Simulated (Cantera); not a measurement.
Input: 1 mol FeCl₃, 0.82 mol H₂, 0.98 mol N₂, held at 100 Torr.

These are equilibrium values from Cantera (NASA tables, ideal gas, pure condensed phases), not measurements of a reactor. Candidate condensed phases: Fe, FeCl₂, FeCl₃, NH₄Cl; 18 gas species. Equilibrium is a limit: real reactors are often held back by kinetics, nucleation or transport.

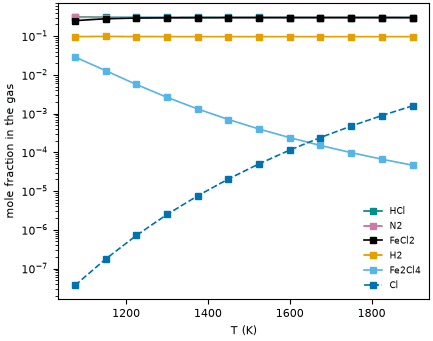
Fig. 1. Equilibrium gas composition (values under 1e-9 drawn at 1e-9)

At 1075 K the condensed part is Fe(α). From 1150 K to 1900 K nothing is condensed. The main Fe-bearing gas is FeCl₂ throughout.
